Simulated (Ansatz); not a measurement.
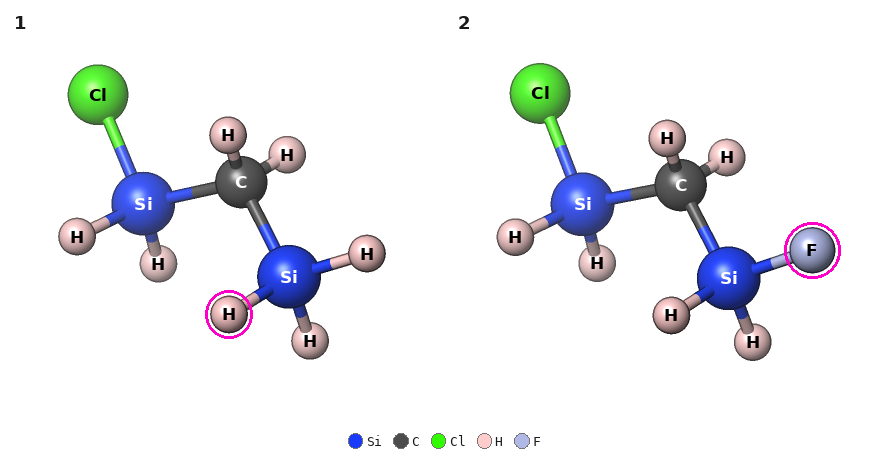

2 molecules with one skeleton, seen from the same side and at one scale; the atom that differs is circled. Charge 0, singlet. Computed geometries: PBE0-D4/def2-TZVP optimisations, one conformation each. Properties computed with Ansatz 0.2.0.

One atom differs, called X below: H in panel 1, F in panel 2. Their formulas are CH7ClSi2 (`[SiH3]C[SiH2]Cl`), CH6ClFSi2 (`F[SiH2]C[SiH2]Cl`).

In which is the length of X–Si larger (PBE0-D4/def2-TZVP)?

In panel 2 (X = F).

In which is the HOMO–LUMO gap larger (PBE0-D4/def2-SVP)?

In panel 1 (X = H).

Give the values. With PBE0-D4/def2-TZVP: length of X–Si (Å), mean angle H–Si–X (°). With PBE0-D4/def2-SVP: HOMO energy (Kohn–Sham orbital) (eV), HOMO–LUMO gap (eV). With r2SCAN-D4/def2-TZVPP: dipole moment (D).

```csv
quantity,1 (H),2 (F),2 − 1
length of X–Si (Å),1.487,1.602,+0.115
mean angle H–Si–X (°),108.6,107.5,−1.1
HOMO energy (Kohn–Sham orbital) (eV),−8.58,−8.78,−0.20
HOMO–LUMO gap (eV),8.87,8.59,−0.28
dipole moment (D),1.30,0.56,−0.74
```
